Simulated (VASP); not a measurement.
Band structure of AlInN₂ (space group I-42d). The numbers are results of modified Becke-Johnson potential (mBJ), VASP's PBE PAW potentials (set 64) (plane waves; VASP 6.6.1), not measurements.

mBJ is a potential without an energy functional, so only the levels count. Unless said otherwise, spin-orbit coupling is left out, though it shifts the bands of the heavy elements here.

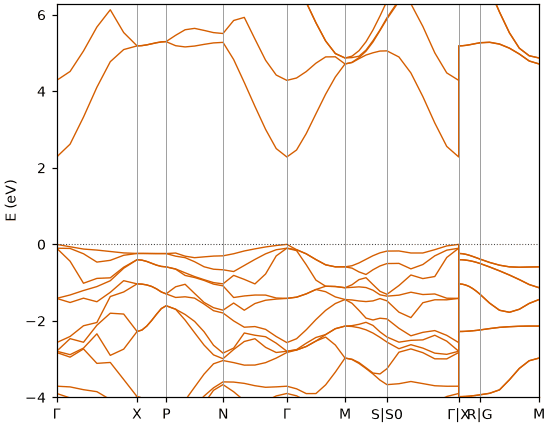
Bands along high-symmetry lines, zero at the valence-band maximum or, without a gap, the Fermi level

Question: Read the plot: is there a gap, and where are the band edges?

Answer: The gap is direct, 2.28 eV, from the valence maximum at Γ to the conduction minimum at Γ.

The structure comes from a computed database's AlInN2 entry (I-42d); how it stands against other phases isn't given here. The cell was not relaxed at this level. The cell's shape comes from a PBE relaxation.
